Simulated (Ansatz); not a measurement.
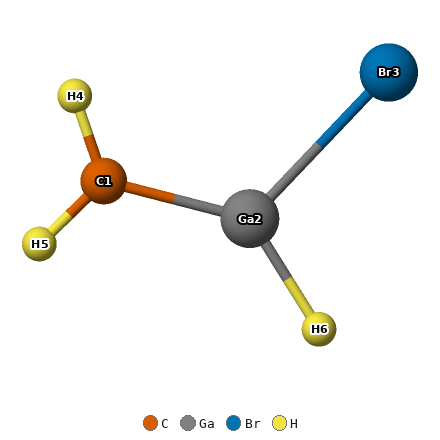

The system is CH₃BrGa, SMILES [CH2-][GaH][Br], charge −1; the picture shows the reference structure. Coordinates scanned: (1) bond length C1–Ga2; (2) bond length C1–H4. Nothing is relaxed (all other coordinates rigid). The grid has 11 × 11 points. Points are written as (first, second). All energies are given in kJ/mol relative to the relaxed molecule at the same level. The reference is spin-restricted, which grows unreliable where a bond is stretched far. All numbers below come from RKS PBE0-D4/def2-TZVPD in Ansatz 0.2.0.

Its coordinates:

```json
{"atom": "C", "x (Å)": "-0.2340", "y (Å)": "-0.6607", "z (Å)": "-0.8479"}
{"atom": "Ga", "x (Å)": "0.0818", "y (Å)": "0.6138", "z (Å)": "0.4160"}
{"atom": "Br", "x (Å)": "0.9810", "y (Å)": "-0.0573", "z (Å)": "2.5780"}
{"atom": "H", "x (Å)": "-0.0422", "y (Å)": "-1.7175", "z (Å)": "-0.6879"}
{"atom": "H", "x (Å)": "-0.6361", "y (Å)": "-0.3989", "z (Å)": "-1.8242"}
{"atom": "H", "x (Å)": "-0.0744", "y (Å)": "2.1782", "z (Å)": "0.5234"}
```

Range: bond length C1–Ga2 from 1.494 to 2.734 Å; bond length C1–H4 from 0.912 to 1.412 Å.

> What landscape does the calculation give?

The lowest grid point is at (1.866 Å, 1.062 Å), 3.1 kJ/mol from the relaxed molecule at the same level. No other kind of well shows on this grid. The highest grid point, (2.734 Å, 1.412 Å), lies 425 kJ/mol above the lowest. Round the minimum the two coordinates are nearly uncoupled.

```csv
"bond length C1–H4 ↓, bond length C1–Ga2 →",1.494,1.618,1.742,1.866,1.990,2.114,2.238,2.362,2.486,2.610,2.734
1.412,318,168,109,103,128,170,221,275,328,380,428
1.362,297,146,87,80,105,148,198,252,306,358,406
1.312,276,126,65,59,84,126,177,231,285,336,385
1.262,257,106,46,40,65,107,158,211,265,317,365
1.212,241,90,30,23,48,90,141,195,248,300,349
1.162,229,78,17,11,35,77,128,182,236,287,336
1.112,222,70,10,3,28,70,121,174,228,280,328
1.062,222,71,10,3,28,70,120,174,228,280,328
1.012,231,80,19,13,37,79,130,184,237,289,338
0.962,254,103,42,35,60,102,152,206,260,311,360
0.912,293,142,81,74,99,141,191,245,299,351,399
```

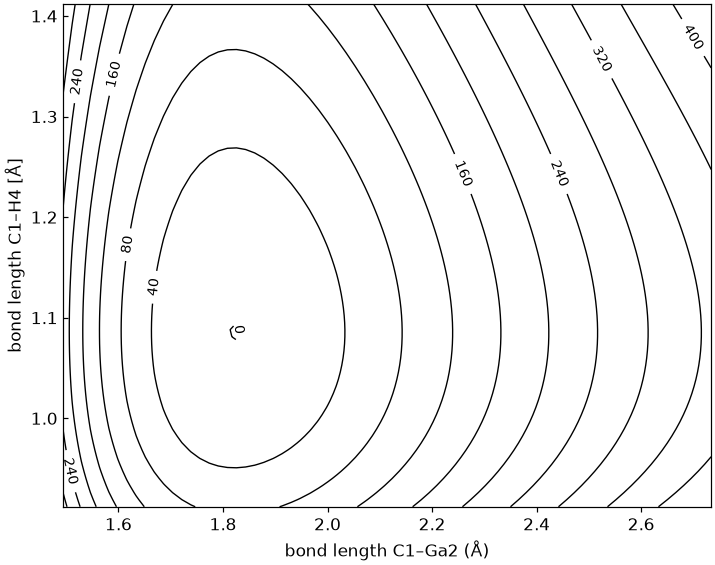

Drawn: contour lines labelled in kJ/mol. Between grid points the surface is interpolated.

Each point was launched as `ansatz run input.yaml --threads 1 --pin off --max-ram 2560MiB --backend cpu --events-out ev --progress --plain --runs-dir out`. Time for the 121 points that were run: 40 min on 1 thread of Arm Neoverse N1 (shared host).
